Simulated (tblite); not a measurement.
# Molecular dynamics of C2H7BCl2S (part 1 of 2)

C2H7BCl2S, computed with GFN2-xTB Langevin dynamics, gas phase (tblite 0.8.0).

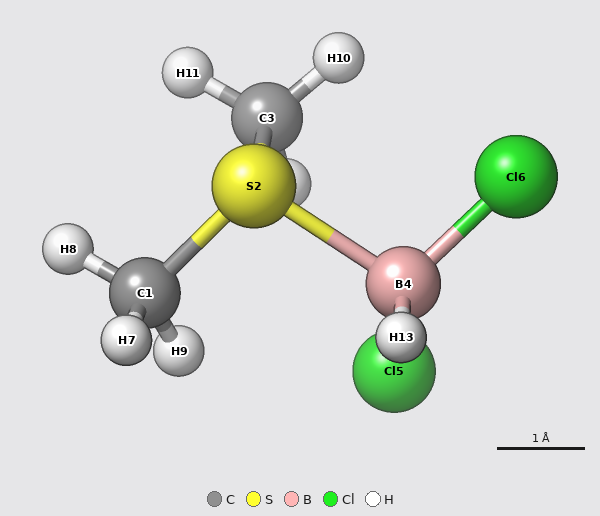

The input geometry (ball-and-stick view, seen at a tilt; atoms are numbered from 1 in the order of the input). Bond lengths as drawn: B–Cl 1.81 Å, B–H 1.18 Å, B–S 2.07 Å, C–H 1.08 to 1.09 Å and C–S 1.81 to 1.82 Å.

### Input
```
{"job": {"dt": 1.5, "steps": 8000, "equilibration": 400, "friction": 0.005, "h_mass": 4.0, "temperature": 350, "xc": "GFN2-xTB", "basis": "xTB", "kind": "md"}, "charge": 0, "multiplicity": 1}
C     -0.542459    -1.556484     0.406713
S     -0.023417     0.097294     0.952117
C     -1.137754     1.102654    -0.065077
B      1.719399     0.373516    -0.134110
Cl     1.339377    -0.152462    -1.823578
Cl     2.023974     2.148197     0.009314
H      0.041596    -2.279671     0.966073
H     -1.597360    -1.679396     0.627767
H     -0.344391    -1.653050    -0.657749
H     -0.843172     2.138202     0.077198
H     -2.157195     0.947679     0.272256
H     -1.014057     0.818988    -1.106795
H      2.517908    -0.303521     0.404959
```

The first line tells a small driver script what to run in tblite; the rest is the geometry in Å.

Hardware: 1 CPU thread, shared host.

Launch command:
```bash
OMP_NUM_THREADS=1 python <driver script> task.json out
```

### Output
```
t/fs     T/K   E - E0/eV
     0.0    417.1     0.0000
   525.0    348.8     0.4620
  1050.0    472.1     0.4404
  1575.0    223.2     0.4513
  2100.0    242.8     0.4158
  2625.0    262.6     0.6205
  3150.0    469.4     0.3661
  3675.0    269.4     0.5146
  4200.0    307.3     0.2996
  4725.0    268.4     0.4434
  5250.0    304.4     0.4989
  5775.0    293.3     0.5737
  6300.0    323.7     0.4913
  6825.0    389.2     0.4282
  7350.0    264.5     0.7320
  7875.0    339.0     0.5807
  8400.0    220.5     0.4562
  8925.0    298.1     0.3499
  9450.0    222.7     0.4718
  9975.0    227.4     0.6443
 10500.0    494.7     0.6312
 11025.0    245.1     0.6031
 11550.0    410.6     0.5634
 12075.0    255.3     0.3627
 12600.0    325.9     0.3698
```

### Trajectory as extended XYZ (Å, eV, eV/Å), 25 frames, from step=0 to step=8400
```
13
Properties=species:S:1:pos:R:3:forces:R:3 step=0 time_fs=0.0 energy=-584.88539 temperature=417.1
C    -0.5425   -1.5565    0.4067   -0.0010   0.0000   0.0000
S    -0.0234    0.0973    0.9521   -0.0020   0.0020   0.0020
C    -1.1378    1.1027   -0.0651    0.0020  -0.0020   0.0000
B     1.7194    0.3735   -0.1341   -0.0010   0.0010   0.0010
Cl    1.3394   -0.1525   -1.8236    0.0010   0.0000  -0.0040
Cl    2.0240    2.1482    0.0093    0.0000   0.0000  -0.0010
H     0.0416   -2.2797    0.9661    0.0000   0.0010  -0.0010
H    -1.5974   -1.6794    0.6278    0.0010   0.0010  -0.0010
H    -0.3444   -1.6530   -0.6577    0.0000  -0.0010   0.0010
H    -0.8432    2.1382    0.0772   -0.0010  -0.0030   0.0000
H    -2.1572    0.9477    0.2723    0.0020   0.0000   0.0020
H    -1.0141    0.8190   -1.1068    0.0010   0.0010   0.0000
H     2.5179   -0.3035    0.4050    0.0000  -0.0010   0.0010
13
Properties=species:S:1:pos:R:3:forces:R:3 step=350 time_fs=525.0 energy=-584.42339 temperature=348.8
C     0.3819   -1.4879    0.2476    0.4900  -0.8350   0.5180
S     0.5550    0.2724    0.6438   -0.3190  -0.5850  -0.4300
C    -0.5490    0.8428   -0.6911    0.8890   1.6630   0.3640
B     2.7962    1.0659   -0.1199   -1.0110  -0.3930  -1.6220
Cl    2.7729    0.3048   -1.8259    0.0930   0.3420   1.0810
Cl    2.5200    2.7331   -0.0665   -0.0120   0.5030  -0.0200
H     0.9892   -2.0651    0.9830   -0.5890   0.3900  -0.4840
H    -0.6750   -1.8032    0.2759    0.5760   0.2790   0.0990
H     0.8060   -1.6532   -0.7404   -0.0590   0.0210  -0.0030
H    -0.3332    1.9283   -0.5744   -0.4130  -0.4030  -0.6720
H    -1.5729    0.6891   -0.4157   -0.3520  -0.3390   0.0270
H    -0.3030    0.5008   -1.7023    0.1030  -0.0450   0.5700
H     3.3163    0.5452    0.7388    0.6040  -0.5990   0.5740
13
Properties=species:S:1:pos:R:3:forces:R:3 step=700 time_fs=1050.0 energy=-584.44502 temperature=472.1
C     2.6227   -0.5988    1.3979   -0.5290   0.6430  -0.3050
S     1.6768    0.8996    0.8408    0.1250  -0.9990  -0.7610
C     0.3594   -0.0332   -0.1601    0.9220   0.0800   2.0250
B     3.3353    1.9261   -0.6724    0.0920  -0.3740   0.6500
Cl    3.7756    0.5893   -1.7194   -0.2070   0.1620  -0.0210
Cl    2.3092    3.2068   -1.1929   -0.0140   0.1890  -0.3960
H     3.3854   -0.2502    2.0790    0.0130   0.0380   0.1600
H     1.8439   -1.1599    1.9207    0.6070  -0.3520  -0.2580
H     3.1103   -1.0655    0.5292   -0.5190   0.0250   0.4130
H    -0.1668    0.6956   -0.6990   -0.6240   0.8830  -0.6540
H    -0.2484   -0.4229    0.6710    0.0590  -0.1830  -0.7280
H     0.7827   -0.7791   -0.8090    0.2340  -0.1300   0.0780
H     4.0893    2.1379    0.2206   -0.1590   0.0190  -0.2030
13
Properties=species:S:1:pos:R:3:forces:R:3 step=1050 time_fs=1575.0 energy=-584.43412 temperature=223.2
C     3.3015   -0.3343    1.8190    1.4270  -0.2280   0.0520
S     1.9596    0.3991    0.9956   -1.6610   0.3210  -1.9600
C     1.2619   -0.9439   -0.1060   -0.5470   0.0500   1.3510
B     2.8917    1.6049   -0.4744   -0.6110  -0.3640  -0.2170
Cl    3.8322    0.5327   -1.5302    0.2030  -0.2780  -0.0060
Cl    1.3798    2.2021   -1.2650   -0.0450   0.2610  -0.1600
H     3.8093    0.5308    2.2219    0.7330   0.2390  -0.1210
H     2.8943   -0.7739    2.7063    0.1330  -1.2280   0.1430
H     3.9567   -0.8992    1.1066   -0.6290   0.2560   1.0330
H     0.4209   -0.4874   -0.6024   -0.1230   0.2940  -0.1810
H     0.8502   -1.7106    0.5731    0.3890   0.2670  -0.2880
H     1.9220   -1.3686   -0.8361    0.6020   0.1300   0.0020
H     3.5237    2.4000    0.0817    0.1290   0.2800   0.3550
13
Properties=species:S:1:pos:R:3:forces:R:3 step=1400 time_fs=2100.0 energy=-584.46959 temperature=242.8
C     3.4230   -1.1525    1.3862    0.0310   0.7010   1.8420
S     2.3808    0.3691    1.2392    0.5480  -0.9150  -0.1680
C     1.1505   -0.3749    0.1529   -0.7320   1.6880  -0.2830
B     3.5497    1.9689   -0.0672   -0.2890   0.2870   0.7480
Cl    4.3957    1.0774   -1.2360    0.4530  -0.6080  -0.5440
Cl    2.1622    2.8742   -0.6266   -0.3190   0.2250  -0.1290
H     4.1995   -0.7702    2.0788   -0.2890  -0.6380  -0.1810
H     2.8374   -1.9799    1.8664    0.5610   0.8850  -0.5600
H     3.9132   -1.4321    0.4861   -0.0460  -0.1310  -0.7780
H     0.2978    0.3019    0.2610   -0.1930  -0.2500   0.0180
H     0.9232   -1.3290    0.5415   -0.2410  -0.9100   0.1430
H     1.3838   -0.3530   -0.9020    0.5270  -0.2360  -0.0600
H     4.1460    2.4397    0.8366   -0.0110  -0.0980  -0.0460
13
Properties=species:S:1:pos:R:3:forces:R:3 step=1750 time_fs=2625.0 energy=-584.26490 temperature=262.6
C     3.3351   -1.3980    1.0073    1.2100   0.8810   1.3650
S     2.3701    0.1617    1.3446   -1.0770  -1.5580   0.0630
C     0.9778   -0.3242    0.2943   -1.7830  -0.3090   1.4250
B     3.3665    1.6775    0.4093   -0.7740  -0.5660  -0.6910
Cl    3.4851    1.0006   -1.2865    0.4180   0.1690  -0.0380
Cl    2.2651    3.1197    0.4157    0.3450  -0.2010   0.2970
H     4.2737   -1.1134    1.5469   -0.5980  -0.7720  -0.0820
H     2.8808   -2.3247    1.4208    0.2010   1.0540  -0.3120
H     3.6571   -1.4828   -0.0110   -0.4710  -0.0010  -0.5950
H     0.0586    0.2339    0.5110    0.4840   0.6780   0.0700
H     0.6374   -1.3151    0.6373    0.7190   0.0110  -0.5200
H     1.1699   -0.2284   -0.7390    0.5380  -0.1590  -0.8790
H     4.2721    1.5483    1.1186    0.7860   0.7730  -0.1030
13
Properties=species:S:1:pos:R:3:forces:R:3 step=2100 time_fs=3150.0 energy=-584.51927 temperature=469.4
C     2.8251   -1.2043    0.8798   -0.6790   0.3940  -0.7690
S     1.9650    0.2540    1.5737   -1.6790  -0.3210  -0.5220
C     0.3371    0.2708    0.5518    0.8870   0.3080  -0.4510
B     2.8950    1.8941    0.5562    0.7190  -0.3250   0.6470
Cl    3.2146    1.2162   -1.0557    0.0230   0.1870  -0.4290
Cl    1.6720    3.1829    0.6391    0.0440   0.1040  -0.0070
H     3.7675   -1.1923    1.3885    0.4400  -0.2370  -0.0410
H     2.3014   -2.1510    0.9722   -0.1540   0.2020   0.5760
H     2.8864   -1.0067   -0.1949    0.4830   0.0180   0.1630
H    -0.4610    0.7100    1.1835    0.6890  -0.4780  -0.4250
H     0.1154   -0.7604    0.1915    0.1790   0.9140   0.5480
H     0.5512    0.9507   -0.3304   -0.3740  -0.8750   1.0500
H     3.8986    2.0293    1.2216   -0.5770   0.1090  -0.3380
13
Properties=species:S:1:pos:R:3:forces:R:3 step=2450 time_fs=3675.0 energy=-584.37075 temperature=269.4
C     1.7771   -1.2413    0.3919   -1.5090  -0.3150   0.9150
S     0.9810    0.4308    0.3771   -0.1350  -0.0450   0.5400
C     0.1051    0.6444   -1.2433   -0.2660   0.4260   1.9620
B     2.7265    1.7456    0.1658   -0.0360  -0.4370   0.2000
Cl    3.9384    0.7596   -0.8179   -0.3850   0.3690   0.4310
Cl    2.1042    3.1606   -0.6354   -0.1660   0.3340  -0.4550
H     2.4571   -1.3382    1.2413   -0.3430   0.4100  -0.0020
H     0.9829   -2.0400    0.4900    0.8840   0.9730  -0.3850
H     2.3584   -1.2591   -0.4776    0.6010  -0.4800  -1.2860
H    -0.4182    1.5934   -1.1777   -0.4660  -0.1070   0.5070
H    -0.5401   -0.1837   -1.3978   -0.2960  -0.4800  -0.3160
H     0.8329    0.8663   -1.9301    1.6970  -0.2930  -1.9340
H     2.8927    1.9535    1.3198    0.4210  -0.3560  -0.1770
13
Properties=species:S:1:pos:R:3:forces:R:3 step=2800 time_fs=4200.0 energy=-584.58580 temperature=307.3
C     0.0120   -0.0277   -0.2046    0.3240   0.8670  -0.0410
S     0.7268    1.6540   -0.2015    0.1950   0.8130  -0.3610
C     0.6977    1.9990   -2.0052   -0.5650   0.7770  -0.0180
B     2.8196    1.3968   -0.0493    0.2250   0.1430  -0.1310
Cl    3.3583    0.1639   -1.2441   -0.2850   0.1300  -0.1640
Cl    3.5291    3.0654   -0.3033   -0.3270  -0.3200  -0.1220
H     0.2624   -0.4336    0.7877   -0.2470  -0.2040  -0.8490
H    -1.0470    0.0958   -0.4042   -0.0870  -0.1960   0.3630
H     0.4846   -0.4213   -1.0914    0.1810  -1.0040   0.3180
H     1.3454    2.8829   -2.1728   -0.1890  -0.7580   0.1140
H    -0.3172    2.2716   -2.3722    0.5730  -0.2950   0.5350
H     1.0364    1.0986   -2.5005    0.2970   0.1400  -0.1860
H     2.9769    1.0168    1.0333   -0.0940  -0.0940   0.5410
13
Properties=species:S:1:pos:R:3:forces:R:3 step=3150 time_fs=4725.0 energy=-584.44199 temperature=268.4
C    -0.2568   -0.0080   -1.0937   -0.3670   1.3390  -1.9890
S     0.2076    1.3788   -0.0117    0.0250  -0.7210   1.0600
C     0.5222    2.7575   -1.1312    1.2700  -0.9340   0.6610
B     2.3741    0.6819    0.5185    0.5500   1.2700  -1.6600
Cl    2.9592   -0.3371   -0.7687   -0.2610  -0.4010  -0.3560
Cl    3.2997    2.2017    0.5558   -0.1290   0.3320   0.1110
H    -0.2150   -0.9297   -0.5532    0.2210  -0.2160   0.0750
H    -1.2759    0.1846   -1.4962    0.4190  -0.2110   0.5830
H     0.3936    0.0637   -2.0047   -0.1830  -0.5690   0.9890
H     0.9029    3.5351   -0.4833   -0.0650   0.2690  -0.0650
H    -0.3711    2.9991   -1.6204   -0.9390   0.4620  -0.7470
H     1.3249    2.3837   -1.7518    0.0350   0.3610  -0.5390
H     2.1529    0.2460    1.5046   -0.5760  -0.9800   1.8760
13
Properties=species:S:1:pos:R:3:forces:R:3 step=3500 time_fs=5250.0 energy=-584.38647 temperature=304.4
C    -0.6315   -0.7167    0.3013   -1.1640  -0.8160  -1.7690
S     0.1642    0.8535   -0.0741    0.4830   0.9770   0.8960
C     0.8671    0.7440   -1.7441   -0.1270  -2.7730   0.6950
B     2.0477    0.9019    1.0309   -0.0320   0.2620   0.7440
Cl    3.1108   -0.4137    0.5470   -0.0480  -0.2450  -0.5280
Cl    2.7424    2.5604    0.8353   -0.2100  -0.1480  -0.3980
H    -0.9902   -0.8101    1.2938   -0.1770   0.6210   0.9120
H    -1.5082   -0.8943   -0.3865    0.7140   0.5480   0.5570
H    -0.0019   -1.5559    0.1441    1.0280  -0.5660  -0.2180
H     1.4422    1.6166   -1.8900    0.5230   0.6130  -0.2080
H     0.0019    0.6485   -2.3576   -0.3550   0.2300  -0.8720
H     1.4454   -0.2343   -1.8088   -0.3000   1.3670   0.0450
H     1.6726    0.7601    2.1335   -0.3360  -0.0700   0.1440
13
Properties=species:S:1:pos:R:3:forces:R:3 step=3850 time_fs=5775.0 energy=-584.31169 temperature=293.3
C    -0.6431   -0.5719    1.8473   -1.3080   1.3930   0.7920
S     0.1743    0.8903    1.0803   -1.1110  -0.3690   0.1240
C     1.0555   -0.1743   -0.0272    0.0490  -0.5230  -1.7640
B     1.6217    1.5648    2.2704    1.5840  -0.7810  -1.9680
Cl    2.8930    0.2224    2.4788   -0.5620   0.2420   0.2250
Cl    2.3406    2.8530    1.1303   -0.1430  -0.1050   0.0670
H    -1.5581   -0.2019    2.3566    0.9850  -0.0460   0.5590
H    -1.1056   -1.1925    1.1355    0.0260  -0.7180  -1.4360
H     0.0555   -1.1389    2.4248    0.1600   0.0450   0.5930
H     1.8932    0.3861   -0.4479   -0.0520  -0.2170   0.0620
H     0.4006   -0.5523   -0.8868    0.7220   0.6600   1.2320
H     1.3781   -1.0082    0.5820    0.4230  -0.1220  -0.2450
H     1.1701    2.0425    3.1590   -0.7730   0.5420   1.7580
13
Properties=species:S:1:pos:R:3:forces:R:3 step=4200 time_fs=6300.0 energy=-584.39408 temperature=323.7
C    -1.0807    1.2515    2.0428    0.8620  -1.2210  -1.2720
S     0.3476    1.2122    0.8366    0.3330   1.4900   0.9510
C     0.4471   -0.4824    0.3677    0.7980  -0.7610   0.1370
B     2.1992    1.3040    2.4847   -0.5270  -0.6760   0.3500
Cl    2.2721   -0.4123    3.1405   -0.0920   0.7580  -0.4300
Cl    3.4427    1.7616    1.3854    0.0720   0.0850   0.2180
H    -1.4248    2.2448    1.9931   -0.6240   0.9250  -0.1620
H    -1.7357    0.5136    1.5741   -0.2920   0.3300   0.6400
H    -0.7721    1.0340    3.0474    0.1560  -0.4180   0.1640
H     1.2426   -0.6590   -0.3639   -0.0270   0.3440   0.3330
H    -0.4597   -0.7744   -0.0706   -1.3110  -0.3970  -0.6470
H     0.6176   -1.0599    1.2611    0.2710  -0.3790   0.2620
H     1.6363    2.0325    3.2476    0.3820  -0.0780  -0.5420
```
